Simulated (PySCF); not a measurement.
## Electronic structure of TlN (triplet) in real space

| atom | x (Å) | y (Å) | z (Å) |
| --- | --- | --- | --- |
| Tl | 0.0000 | 0.0000 | -0.1491 |
| N | 0.0000 | 0.0000 | 2.1829 |

Core potentials replace the inner electrons of Tl.

These are results of PySCF 2.14.0, PBE0/aug-cc-pVDZ(-PP), non-relativistic Hamiltonian with scalar-relativistic core potentials where named, at a bond length of 2.332 Å, not measurements.

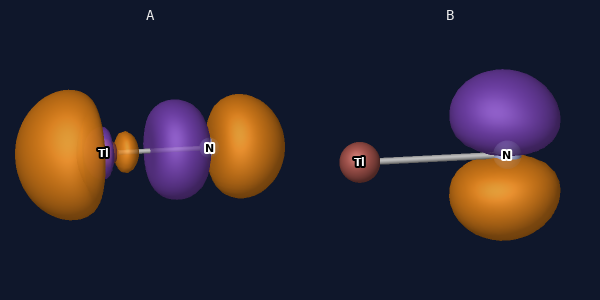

Figure 1. Two frontier α-spin orbitals, each drawn at the value that holds 80 % of its norm (orange and purple are the two phases), in no order; of a degenerate pair one member is drawn.

Question: Label each orbital by symmetry, say whether it is occupied, and order them by energy.

Answer: Orbital B: π, occupied in this spin, −7.92 eV; mainly on N (90 %).
Orbital A: σ, occupied in this spin, −6.23 eV; shared between the atoms (Tl 35 %, N 65 %).

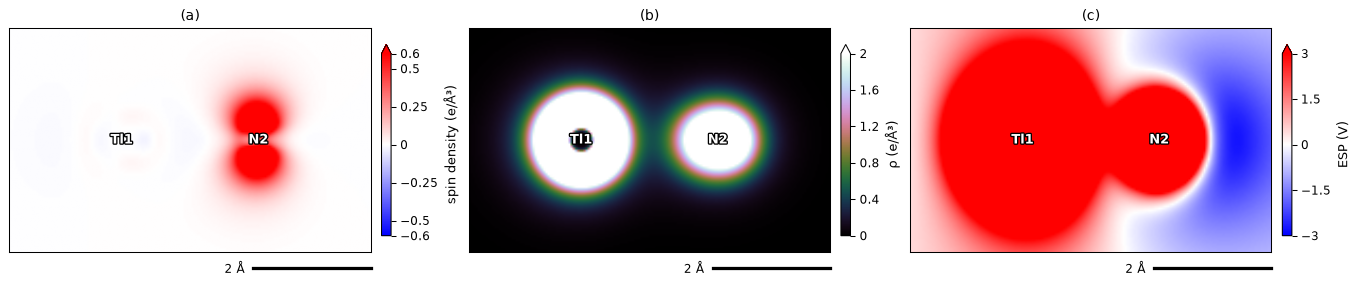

Figure 2. (a) spin density; (b) electron density; (c) electrostatic potential on a plane that holds the molecular axis.

Question: What do the fields say about this system?

Answer: The plane passes through Tl and N nuclei.
Tl–N (2.33 Å): the density is about 0.51 e/Å³ at the midpoint.
The unpaired spin (2 electrons) lies mostly on N2 (about 1.9) and Tl1 (about 0.1), in electrons by Hirshfeld's partition.
Outside the dense part of the molecule the potential is most negative (−2.8 V) near N2.

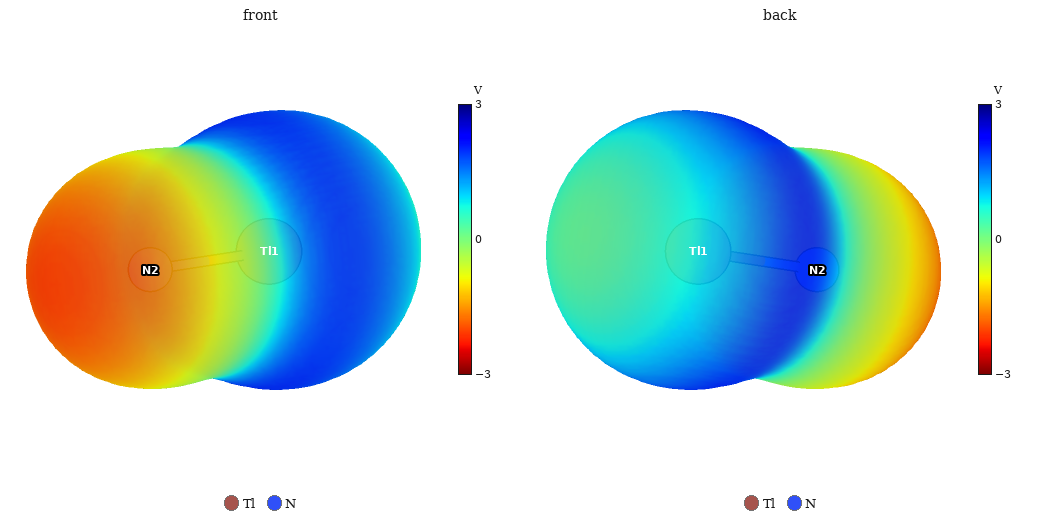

Figure 3. The electrostatic potential painted on the density surface at 0.002 e/bohr³, seen from the front and from behind; the colour scale runs from red (negative) to blue (positive).

Question: Which sites attract a positive test charge, and which a negative one?

Answer: A positive charge is drawn to the negative regions and a negative charge to the positive ones. The most negative region (about −2.1 V) lies over N2, the most positive (about +2.0 V) over Tl1. N2 is the likeliest acceptor of a hydrogen bond.
